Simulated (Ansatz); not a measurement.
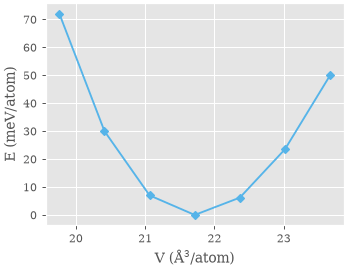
WSe$_{2}$ in space group P4_2/mnm (No. 136; W on 2a, Se on 4f) under volume change, PBE (plane waves, PAW; program Ansatz), shape and atoms relaxed at each volume.

Task: What does a third-order Birch–Murnaghan fit give for V₀, B₀ and B′?

Result: V₀ = 21.72 Å³/atom, B₀ = 108 GPa, B′ = 5.1.

A made-up cell: these elements were put on the sites of a structure type; neither database checked (COD, Materials Project) lists it. It is not the phase usual at ambient conditions (space group No. 194). The PBE relaxation kept the symmetry of its start; its stability against distortions is not shown here. The run is not spin-polarised. Scalar-relativistic: spin–orbit coupling is off unless named, which matters more the heavier the elements.

Potentials: the later of the program's two PAW sets.
